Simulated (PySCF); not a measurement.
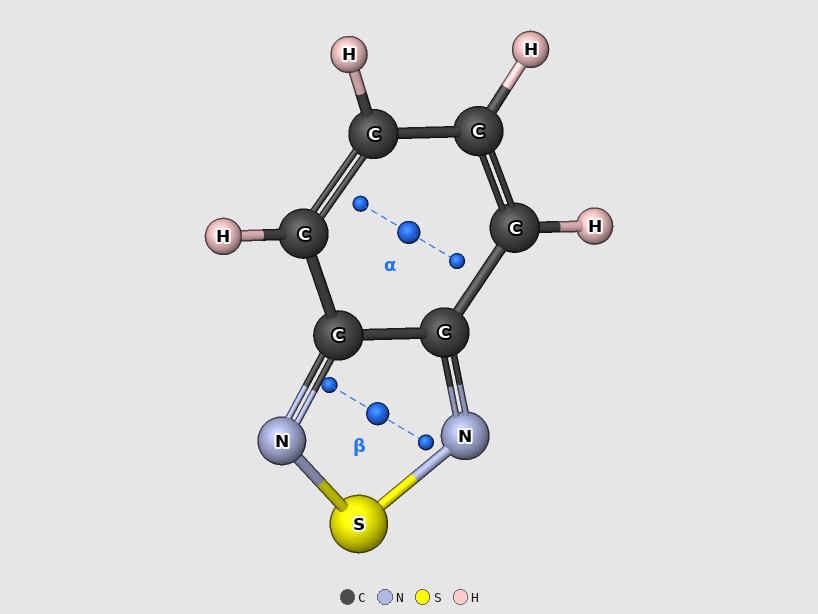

The small points mark where nucleus-independent chemical shifts (NICS) were computed: at the centre of each lettered ring and 1 Å above and below it. The geometry was computed by an optimisation with PBE0-D3(BJ)/def2-TZVP. No frequency run is at hand to confirm it as a minimum. Level of theory: GIAO PBE0/pcSseg-2 NMR shielding, non-relativistic, gas phase (PySCF 2.14.0).

Give NICS(0), NICS(1) and the out-of-plane component NICS(1)zz for each ring (means of the two sides).

```json
{"ring": "α", "members": "C6", "NICS(0)": "−6.4", "NICS(1)": "−9.0", "NICS(1)zz": "−25.3"}
{"ring": "β", "members": "C2N2S", "NICS(0)": "−15.6", "NICS(1)": "−14.1", "NICS(1)zz": "−40.0"}
```

Values in ppm.

### What do the values say about the ring currents?

Ring α: diatropic, as in an aromatic ring. Ring β: diatropic, as in an aromatic ring. NICS is one index among several.
